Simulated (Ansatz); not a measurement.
# CF2 (SMILES F[C]F) at BCCD(T)/STO-3G

Aim: the vertical electron affinity of CF2 at BCCD(T)/STO-3G, from 2 runs. 

The results are computed with Ansatz 0.2.0.

40 further runs of the same task are left out: 4 that didn't finish, 36 set aside as unsound or not needed.

## 1. Starting point

CF2: 3 atoms, total charge 0, spin state singlet. As SMILES, `F[C]F`. The coordinates come from a GFN2-xTB relaxation.

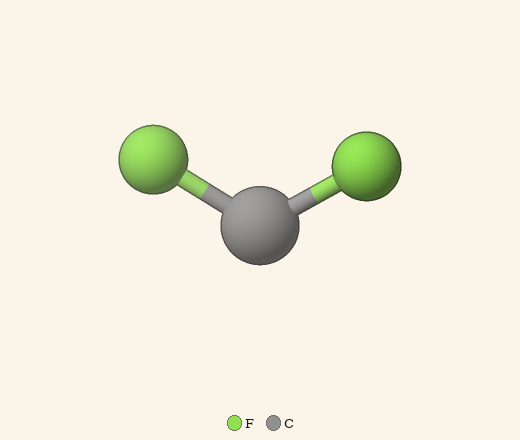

Viewed from a chosen angle; fluorine green, carbon grey.

## 2. The energy at BCCD(T)/STO-3G

File input.yaml:

```yaml
crystal:
  periodic: [false, false, false]
  atoms:
    - {symbol: F, position_ang: [0.396940, 1.032800, 0.332770]}
    - {symbol: C, position_ang: [0.326820, -0.272180, 0.149730]}
    - {symbol: F, position_ang: [-0.723760, -0.760620, -0.482500]}
basis:
  gaussian: {orbitals: STO-3G}
correlation: {method: bccd_t, frozen_orbitals: {C: 1, F: 1}}
accuracy: high
scf: {omitted_lower_state_checks: [cluster_reference, increment]}
```

The run is started by

```console
$ ansatz run input.yaml --threads 1 --pin off --max-ram 2610MiB --events-out events.jsonl --progress --plain --runs-dir runs
```

Standard output:

```text
Warning: RAYON_NUM_THREADS=1 ignored (pool sized by the plan → 1); use --threads N
Functional definition: HF
  name "HF"
  exchange = exact_x
  correlation = 0
these checks for a lower state are left out or cut short: cluster_reference, increment
250 factors; integrals over basis functions are off by at most 3.4e-8 eV
mean field evaluation 1: about -6348.6267 eV, gradient 2.2e1 eV
mean field evaluation 2: about -6348.7391 eV, gradient 2.2e1 eV
mean field evaluation 4: about -6350.6125 eV, gradient 1.8e0 eV
mean field evaluation 8: about -6350.6422 eV, gradient 4.3e-2 eV
mean field -6350.64225358 eV, -233.3817981991 hartree, gradient 2.5e-8 eV, S^2 0.000000; 0 other end points of the search recorded, 0 dependent functions left out; unrestricted orbitals would lower it
3 core orbitals not correlated: weight in the atoms' cores, before any rotation towards them, 1.000 or more for the frozen orbitals, at most 0.000 for the correlated occupied ones
reference -6350.64225358 eV, -233.3817981991 hartree; 9, 9 occupied and 3, 3 virtual orbitals, 250 factors
second order -2.50052109 eV of doubles, -0.00000000 eV of singles
cycle   1  -2.67970961 eV  change   -1.8e-1 eV  update   9.9e-2
cycle   2  -2.93975306 eV  change   -2.6e-1 eV  update   3.4e-2
cycle   3  -2.98053985 eV  change   -4.1e-2 eV  update   2.1e-2
cycle   4  -2.97209828 eV  change    8.4e-3 eV  update   5.7e-3
cycle   5  -2.97523533 eV  change   -3.1e-3 eV  update   1.8e-3
cycle   6  -2.97496276 eV  change    2.7e-4 eV  update   6.7e-4
cycle   7  -2.97441867 eV  change    5.4e-4 eV  update   3.2e-4
cycle   8  -2.97528772 eV  change   -8.7e-4 eV  update   1.2e-4
cycle   9  -2.97520728 eV  change    8.0e-5 eV  update   3.1e-5
cycle  10  -2.97520390 eV  change    3.4e-6 eV  update   7.2e-6
cycle  11  -2.97520805 eV  change   -4.2e-6 eV  update   2.1e-6
cycle  12  -2.97520879 eV  change   -7.3e-7 eV  update   8.2e-7
cycle  13  -2.97520898 eV  change   -1.9e-7 eV  update   2.1e-7
cycle  14  -2.97520919 eV  change   -2.1e-7 eV  update   6.7e-8
cycle  15  -2.97520917 eV  change    2.1e-8 eV  update   2.9e-8
cycle  16  -2.97520874 eV  change    4.3e-7 eV  update   6.0e-8
cycle  17  -2.97520884 eV  change   -1.1e-7 eV  update   3.0e-8
cycle  18  -2.97520880 eV  change    4.5e-8 eV  update   1.1e-8
cycle  19  -2.97520880 eV  change   -5.8e-9 eV  update   4.6e-9
cycle  20  -2.97520881 eV  change   -2.1e-9 eV  update   1.7e-9
cycle  21  -2.97520881 eV  change   -1.3e-9 eV  update  7.7e-10
perturbative correction -0.30990061 eV, -0.0113886372 hartree
Total energy: -6353.92736299 eV, -233.5025237434 hartree
Checks for a lower state left out: cluster_reference, increment
```

Run time: 0.22 s. Hardware: 1 thread of Arm Neoverse V1, shared host.

## 3. The doublet anion, same level

File molecule.yaml:

```yaml
crystal:
  periodic: [false, false, false]
  atoms:
    - symbol: F
      position_ang: [0.396940, 1.032800, 0.332770]
    - symbol: C
      position_ang: [0.326820, -0.272180, 0.149730]
    - symbol: F
      position_ang: [-0.723760, -0.760620, -0.482500]
basis:
  gaussian:
    orbitals: STO-3G
total_charge: -1
magnetization:
  spin_polarized: true
  initial_magnetization: 1
correlation:
  method: bccd_t
  frozen_orbitals: {C: 1, F: 1}
accuracy: high
scf:
  omitted_lower_state_checks: [cluster_reference, increment]
```

The run is started by

```console
$ ansatz run molecule.yaml --threads 1 --pin off --max-ram 2610MiB --events-out events.jsonl --progress --plain --runs-dir runs
```

Standard output:

```text
Warning: RAYON_NUM_THREADS=1 ignored (pool sized by the plan → 1); use --threads N
[... 4 set-up lines as earlier in the session ...]
these checks for a lower state are left out or cut short: cluster_reference, increment
250 factors; integrals over basis functions are off by at most 3.4e-8 eV
mean field evaluation 1: about -6343.8923 eV, gradient 6.6e0 eV
mean field evaluation 2: about -6344.0572 eV, gradient 6.6e0 eV
mean field evaluation 4: about -6344.4699 eV, gradient 8.1e-1 eV
mean field evaluation 8: about -6344.4811 eV, gradient 1.4e-6 eV
mean field -6344.48113323 eV, -233.1553812023 hartree, gradient 1.3e-8 eV, S^2 0.755049; 0 other end points of the search recorded, 0 dependent functions left out
3 core orbitals not correlated: weight in the atoms' cores, before any rotation towards them, 1.000 or more for the frozen orbitals, at most 0.000 for the correlated occupied ones
reference -6344.48113323 eV, -233.1553812023 hartree; 10, 9 occupied and 2, 3 virtual orbitals, 250 factors
second order -1.29876770 eV of doubles, -0.00000000 eV of singles
cycle   1  -1.53659272 eV  change   -2.4e-1 eV  update   4.9e-2
cycle   2  -1.65961459 eV  change   -1.2e-1 eV  update   1.7e-2
cycle   3  -1.67497950 eV  change   -1.5e-2 eV  update   6.9e-3
cycle   4  -1.67318863 eV  change    1.8e-3 eV  update   2.4e-3
cycle   5  -1.67312828 eV  change    6.0e-5 eV  update   4.8e-4
cycle   6  -1.67310755 eV  change    2.1e-5 eV  update   1.9e-4
cycle   7  -1.67298878 eV  change    1.2e-4 eV  update   8.3e-5
cycle   8  -1.67305378 eV  change   -6.5e-5 eV  update   2.8e-5
cycle   9  -1.67304714 eV  change    6.6e-6 eV  update   8.5e-6
cycle  10  -1.67304430 eV  change    2.8e-6 eV  update   2.5e-6
cycle  11  -1.67304428 eV  change    1.9e-8 eV  update   7.6e-7
cycle  12  -1.67304479 eV  change   -5.1e-7 eV  update   2.4e-7
cycle  13  -1.67304481 eV  change   -1.4e-8 eV  update   7.7e-8
cycle  14  -1.67304471 eV  change    9.2e-8 eV  update   3.2e-8
cycle  15  -1.67304472 eV  change   -1.1e-9 eV  update   1.2e-8
cycle  16  -1.67304464 eV  change    7.2e-8 eV  update   2.7e-8
cycle  17  -1.67304464 eV  change    5.7e-9 eV  update   1.1e-8
cycle  18  -1.67304464 eV  change   -2.3e-9 eV  update   3.0e-9
cycle  19  -1.67304464 eV  change  -8.3e-10 eV  update  9.2e-10
perturbative correction -0.06886181 eV, -0.0025306250 hartree
Total energy: -6346.22303968 eV, -233.2193950838 hartree
Checks for a lower state left out: cluster_reference, increment
```

It took 0.24 s on 1 thread of Arm Neoverse V1, shared host.

## 4. Outcome

At BCCD(T)/STO-3G, 3 core orbitals frozen:

| quantity | value |
| --- | --- |
| singlet CF2: total energy | -233.50252 Eh |
| singlet CF2: correlation energy (3 core orbitals frozen) | -120.7 mEh |
| singlet CF2: (T) correction | -11.39 mEh |
| doublet anion: total energy | -233.21940 Eh |
| doublet anion: correlation energy (3 core orbitals frozen) | -64.0 mEh |
| doublet anion: (T) correction | -2.53 mEh |
| doublet anion: ⟨S²⟩ of the reference determinant | 0.755 |
| vertical electron affinity (to the doublet anion) | -7.704 eV |

The anion lies 7.70 eV (178 kcal/mol) above the neutral: the electron isn't bound at this level, and such a value depends on the basis. Without diffuse functions anions come out too high. In a minimal basis such a difference can be off by several eV, whatever the method. The restricted solution (singlet CF2) is unstable to spin breaking: an unrestricted one lies lower. The triples (singlet CF2) make up 9.4 % of the correlation energy. The triples (doublet anion) make up 4.0 % of the correlation energy.
